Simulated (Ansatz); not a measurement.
Run report: BSiNH5ClO, geometry relaxation (part 2 of 2)

BSiNH5ClO, SMILES NB(O)[SiH2]Cl; RKS PBE-D4/def2-SVP (Ansatz 0.2.0). The geometry: force-field start.

Geometry of the input (Å):
```
N  -1.1246  -1.3111  -0.2383
B  0.1805  -0.5812  -0.1721
O  1.3728  -1.3762  -0.2285
Si 0.3875  1.3695  -0.0424
Cl -0.5936  2.2245  -1.7282
H  -1.9168  -0.5204  -0.1770
H  -1.2299  -1.8692  0.6009
H  1.6414  -1.5686  0.7268
H  -0.3653  1.8268  1.2250
H  1.7311  1.7546  0.0369
```

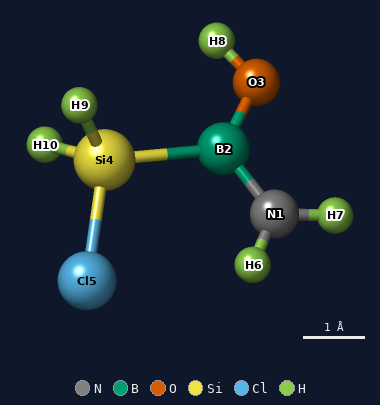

Figure 1. The geometry at step 13 of the log (ball-and-stick view, seen at a tilt; atoms are numbered from 1 in the order of the input).

## Trajectory as extended XYZ, continued
```
10
Properties=species:S:1:pos:R:3:forces:R:3 step=5 energy=-24674.74996
N    -1.1535   -1.2053   -0.1849   -0.6088  -0.8970   0.5109
B     0.1208   -0.6766    0.0284    0.1387   0.3515  -0.5157
O     1.1783   -1.5583    0.1201    0.3297  -0.0055   0.8893
Si    0.3904    1.3554   -0.0194    0.0025   0.2225   0.1284
Cl   -0.6875    2.2760   -1.5836   -0.0174  -0.1575   0.0544
H    -1.9991   -0.6412   -0.2086   -0.0712   0.1125  -0.1516
H    -1.3405   -2.1991    0.0660    0.1562   0.6331  -0.4095
H     1.8433   -1.1943    0.7424    0.0739  -0.1823  -0.5316
H    -0.1043    2.0237    1.2447    0.0618   0.0003  -0.0134
H     1.8352    1.7684   -0.2019   -0.0653  -0.0777   0.0388
10
Properties=species:S:1:pos:R:3:forces:R:3 step=6 energy=-24674.78683
N    -1.1796   -1.2012   -0.1543   -0.4708  -0.2715  -0.0291
B     0.1191   -0.6819   -0.0146    0.0330  -0.2377   0.5528
O     1.1335   -1.5995    0.2798    1.6912   1.9239   0.8731
Si    0.3992    1.3565    0.0026    0.0262  -0.1737  -0.1393
Cl   -0.7422    2.2098   -1.5547    0.0585  -0.0106   0.1042
H    -2.0228   -0.6381   -0.3026    0.2827  -0.0898  -0.0908
H    -1.3769   -2.2028    0.0089    0.1263   0.4320  -0.1472
H     1.9284   -1.0479    0.6478   -1.6527  -1.5273  -1.0140
H    -0.0333    2.0360    1.2844    0.0037  -0.0775  -0.0734
H     1.8578    1.7179   -0.1942   -0.0980   0.0321  -0.0363
10
Properties=species:S:1:pos:R:3:forces:R:3 step=7 energy=-24674.93502
N    -1.1875   -1.1884   -0.1265   -0.2244  -0.8606   0.0497
B     0.1055   -0.6838    0.0988    0.0270   0.0826  -0.0068
O     1.1290   -1.5764    0.3788    0.6434   0.6229   0.2155
Si    0.3941    1.3448    0.0282    0.0956   0.0370  -0.0647
Cl   -0.7504    2.1807   -1.5302   -0.0743  -0.0470   0.0227
H    -2.0036   -0.6269   -0.3661    0.1072   0.0759  -0.0280
H    -1.3899   -2.2091   -0.0770    0.1780   0.7420  -0.0520
H     1.9726   -1.0895    0.5603   -0.6861  -0.5420  -0.1986
H    -0.0218    2.0636    1.2909    0.0447  -0.0317  -0.0257
H     1.8351    1.7338   -0.2540   -0.1112  -0.0789   0.0879
10
Properties=species:S:1:pos:R:3:forces:R:3 step=8 energy=-24674.95856
N    -1.1723   -1.1959   -0.1592    0.2186   0.2087   0.0569
B     0.1052   -0.6645    0.1124   -0.2161  -0.0959   0.0389
O     1.1042   -1.5390    0.4979    0.0214   0.0037  -0.0799
Si    0.3696    1.3556    0.0101    0.1735  -0.2403   0.1559
Cl   -0.8499    2.1756   -1.4853   -0.0633   0.0456  -0.0489
H    -1.9542   -0.6064   -0.4340   -0.0924  -0.0306  -0.0626
H    -1.3708   -2.1945   -0.1051   -0.0657  -0.0841  -0.0148
H     1.9787   -1.1209    0.5430    0.0267   0.0335   0.0675
H     0.0599    2.0686    1.2988   -0.0814   0.0412   0.0219
H     1.8127    1.6701   -0.2755    0.0787   0.1183  -0.1348
10
Properties=species:S:1:pos:R:3:forces:R:3 step=9 energy=-24674.97382
N    -1.1720   -1.1875   -0.1910   -0.0549  -0.1655   0.0449
B     0.0968   -0.6798    0.1310    0.2392   0.1521  -0.1345
O     1.1004   -1.5525    0.5103   -0.0973  -0.0707   0.0910
Si    0.4227    1.3330    0.0149   -0.2650   0.0770  -0.0174
Cl   -0.9383    2.1652   -1.3641   -0.0435  -0.0285  -0.0277
H    -1.9388   -0.6243   -0.5538    0.0410   0.1142   0.0133
H    -1.3860   -2.1858   -0.1237    0.0263   0.0206  -0.0298
H     1.9362   -1.0971    0.7003    0.0194  -0.0400   0.0012
H     0.1577    2.0466    1.3172    0.0856  -0.0036   0.0312
H     1.8043    1.7308   -0.4380    0.0492  -0.0556   0.0279
10
Properties=species:S:1:pos:R:3:forces:R:3 step=10 energy=-24674.98757
N    -1.1624   -1.1774   -0.2011   -0.0407  -0.0316  -0.0106
B     0.1064   -0.6748    0.1345    0.1119   0.0413  -0.0169
O     1.0887   -1.5563    0.5515   -0.0169   0.0241   0.0142
Si    0.4090    1.3393    0.0170   -0.0728   0.0114  -0.0376
Cl   -0.9875    2.1347   -1.3516   -0.0024  -0.0068   0.0422
H    -1.9165   -0.5989   -0.5718    0.0733   0.0371   0.0251
H    -1.3801   -2.1749   -0.1556   -0.0007  -0.0173  -0.0103
H     1.9408   -1.1181    0.7146   -0.0505  -0.0497   0.0135
H     0.1953    2.0539    1.3302    0.0219   0.0027  -0.0325
H     1.7893    1.7211   -0.4645   -0.0231  -0.0112   0.0129
10
Properties=species:S:1:pos:R:3:forces:R:3 step=11 energy=-24674.99542
N    -1.1389   -1.1654   -0.2395   -0.0091   0.1931  -0.0857
B     0.1240   -0.6783    0.1469   -0.0085  -0.1335   0.0877
O     1.0652   -1.5718    0.6369   -0.0902   0.1037  -0.1043
Si    0.4080    1.3339    0.0103    0.0080   0.1965  -0.0741
Cl   -1.1117    2.1127   -1.2504    0.1330  -0.0750   0.1084
H    -1.8592   -0.5634   -0.6493    0.1573  -0.0823   0.0882
H    -1.3742   -2.1574   -0.2146   -0.0332  -0.0993   0.0098
H     1.9278   -1.1605    0.8099   -0.0324  -0.0026   0.0355
H     0.2891    2.0732    1.3281    0.0219  -0.0797  -0.1003
H     1.7529    1.7258   -0.5754   -0.1469  -0.0209   0.0348
10
Properties=species:S:1:pos:R:3:forces:R:3 step=12 energy=-24674.99983
N    -1.1316   -1.1608   -0.2554   -0.0074   0.1129  -0.0484
B     0.1246   -0.6774    0.1556   -0.0439  -0.0691  -0.0070
O     1.0585   -1.5730    0.6465    0.0112   0.0522  -0.0228
Si    0.4108    1.3346    0.0114    0.0040   0.1287  -0.1040
Cl   -1.1376    2.0937   -1.2251    0.1118  -0.0367   0.1269
H    -1.8457   -0.5544   -0.6671    0.1216  -0.0527   0.0645
H    -1.3722   -2.1526   -0.2348   -0.0186  -0.0556   0.0096
H     1.9125   -1.1589    0.8546   -0.0546  -0.0252   0.0178
H     0.3325    2.0625    1.3362   -0.0054  -0.0244  -0.0910
H     1.7313    1.7348   -0.6188   -0.1187  -0.0300   0.0543
10
Properties=species:S:1:pos:R:3:forces:R:3 step=13 energy=-24675.00647
N    -1.1151   -1.1642   -0.2889    0.0096  -0.0381  -0.0055
B     0.1278   -0.6815    0.1552   -0.0112   0.0110  -0.0015
O     1.0488   -1.5720    0.6730    0.0129  -0.0240   0.0101
Si    0.4133    1.3315   -0.0009    0.0153   0.0206   0.0054
Cl   -1.1828    2.1037   -1.1450   -0.0200   0.0135  -0.0047
H    -1.8184   -0.5480   -0.6967    0.0045   0.0002  -0.0131
H    -1.3672   -2.1549   -0.2670    0.0001   0.0234   0.0093
H     1.8830   -1.1539    0.9400   -0.0105  -0.0022  -0.0006
H     0.3966    2.0582    1.3208    0.0105   0.0010  -0.0001
H     1.6972    1.7297   -0.6872   -0.0112  -0.0054   0.0007
10
Properties=species:S:1:pos:R:3:forces:R:3 step=14 energy=-24675.00858
N    -1.0997   -1.1682   -0.3211    0.0260  -0.0513   0.0084
B     0.1297   -0.6836    0.1575   -0.0182   0.0244  -0.0004
O     1.0351   -1.5704    0.7086    0.0653   0.0107   0.0363
Si    0.4130    1.3312   -0.0076    0.0339   0.0134   0.0037
Cl   -1.2355    2.1173   -1.0686    0.0069  -0.0057   0.0099
H    -1.7859   -0.5493   -0.7533   -0.0229  -0.0036  -0.0037
H    -1.3644   -2.1556   -0.2851    0.0126   0.0429  -0.0090
H     1.8571   -1.1511    1.0144   -0.0816  -0.0235  -0.0343
H     0.4721    2.0522    1.3173    0.0001  -0.0049  -0.0172
H     1.6617    1.7261   -0.7589   -0.0221  -0.0026   0.0064
10
Properties=species:S:1:pos:R:3:forces:R:3 step=15 energy=-24675.00922
N    -1.0902   -1.1716   -0.3425    0.0412  -0.0175   0.0200
B     0.1271   -0.6830    0.1631    0.0138  -0.0001   0.0025
O     1.0243   -1.5680    0.7318    0.0416   0.0147   0.0297
Si    0.4164    1.3313   -0.0094    0.0093   0.0146   0.0107
Cl   -1.2646    2.1191   -1.0183    0.0116   0.0004   0.0098
H    -1.7729   -0.5501   -0.7765   -0.0277  -0.0093  -0.0118
H    -1.3546   -2.1590   -0.3126    0.0109   0.0349  -0.0031
H     1.8362   -1.1475    1.0616   -0.0789  -0.0159  -0.0413
H     0.5230    2.0558    1.3117   -0.0007  -0.0132  -0.0304
H     1.6384    1.7215   -0.8058   -0.0210  -0.0086   0.0138
10
Properties=species:S:1:pos:R:3:forces:R:3 step=16 energy=-24675.00957
N    -1.0873   -1.1754   -0.3484    0.0301   0.0262   0.0084
B     0.1250   -0.6824    0.1648   -0.0128   0.0013  -0.0061
O     1.0188   -1.5652    0.7410    0.0308  -0.0030   0.0194
Si    0.4159    1.3312   -0.0095    0.0044   0.0245  -0.0006
Cl   -1.2692    2.1309   -1.0021    0.0121  -0.0137   0.0109
H    -1.7718   -0.5572   -0.7850   -0.0146  -0.0142  -0.0052
H    -1.3476   -2.1632   -0.3195    0.0028   0.0058   0.0001
H     1.8287   -1.1428    1.0708   -0.0402  -0.0049  -0.0206
H     0.5394    2.0564    1.3089   -0.0003  -0.0132  -0.0167
H     1.6312    1.7163   -0.8179   -0.0123  -0.0089   0.0105
10
Properties=species:S:1:pos:R:3:forces:R:3 step=17 energy=-24675.00960
N    -1.0836   -1.1760   -0.3573    0.0114   0.0508  -0.0051
B     0.1228   -0.6787    0.1649   -0.0218  -0.0009   0.0024
O     1.0111   -1.5594    0.7524   -0.0004  -0.0314  -0.0036
Si    0.4176    1.3333   -0.0105   -0.0134  -0.0311   0.0042
Cl   -1.2816    2.1301   -0.9788    0.0166   0.0100  -0.0026
H    -1.7702   -0.5629   -0.7981    0.0008  -0.0102   0.0024
H    -1.3400   -2.1641   -0.3270   -0.0031  -0.0240   0.0030
H     1.8182   -1.1342    1.0817    0.0173   0.0135   0.0096
H     0.5615    2.0541    1.3063   -0.0017   0.0069   0.0021
H     1.6271    1.7065   -0.8305   -0.0056   0.0166  -0.0124
10
Properties=species:S:1:pos:R:3:forces:R:3 step=18 energy=-24675.00977
N    -1.0841   -1.1761   -0.3553    0.0018   0.0340  -0.0019
B     0.1224   -0.6798    0.1669   -0.0067  -0.0027  -0.0104
O     1.0125   -1.5617    0.7501   -0.0043  -0.0222   0.0013
Si    0.4174    1.3320   -0.0088   -0.0070  -0.0043  -0.0114
Cl   -1.2747    2.1327   -0.9853   -0.0062   0.0031   0.0023
H    -1.7714   -0.5630   -0.7950    0.0014  -0.0073   0.0016
H    -1.3400   -2.1646   -0.3262   -0.0014  -0.0148   0.0025
H     1.8195   -1.1363    1.0799    0.0145   0.0099   0.0080
H     0.5581    2.0541    1.3075    0.0000   0.0056   0.0061
H     1.6234    1.7116   -0.8308    0.0079  -0.0014   0.0020
10
Properties=species:S:1:pos:R:3:forces:R:3 step=19 energy=-24675.00976 accepted=F
N    -1.0840   -1.1752   -0.3556    0.0095   0.0144   0.0029
B     0.1232   -0.6796    0.1660   -0.0105   0.0128  -0.0093
O     1.0110   -1.5644    0.7491    0.0181   0.0051   0.0081
Si    0.4178    1.3343   -0.0098   -0.0030  -0.0278   0.0009
Cl   -1.2758    2.1339   -0.9841   -0.0039   0.0025  -0.0007
H    -1.7733   -0.5653   -0.7962    0.0050  -0.0001   0.0024
H    -1.3368   -2.1647   -0.3237   -0.0070  -0.0075  -0.0019
H     1.8186   -1.1411    1.0818   -0.0111  -0.0012  -0.0046
H     0.5580    2.0567    1.3068    0.0004   0.0018   0.0015
H     1.6245    1.7141   -0.8312    0.0025   0.0001   0.0006
10
Properties=species:S:1:pos:R:3:forces:R:3 step=20 energy=-24675.00981
N    -1.0845   -1.1755   -0.3548    0.0024   0.0084  -0.0037
B     0.1228   -0.6800    0.1660   -0.0007  -0.0017   0.0007
O     1.0127   -1.5624    0.7498   -0.0025  -0.0057  -0.0006
Si    0.4171    1.3320   -0.0094   -0.0001  -0.0009  -0.0046
Cl   -1.2761    2.1335   -0.9833   -0.0022   0.0010   0.0002
H    -1.7708   -0.5637   -0.7974   -0.0010  -0.0019   0.0029
H    -1.3399   -2.1645   -0.3250   -0.0003  -0.0034   0.0006
H     1.8191   -1.1364    1.0812    0.0028   0.0032   0.0022
H     0.5586    2.0545    1.3070   -0.0005   0.0008   0.0022
H     1.6240    1.7113   -0.8309    0.0022   0.0001   0.0002
```

## Key numbers

```tsv
quantity	value
outcome	converged
total energy	−24675.0098 eV
mean-field energy	−24674.7847 eV
dispersion energy	−0.2252 eV
SCF solution under orbital rotations	stable
largest force (length of the vector) at the end	0.010 eV/Å
dipole moment	1.62 D
hardware	4 threads of Arm Neoverse V1, 23 GiB of memory available, shared host
wall time	26 s (CPU time 93 s)
peak memory	0.18 GiB
```
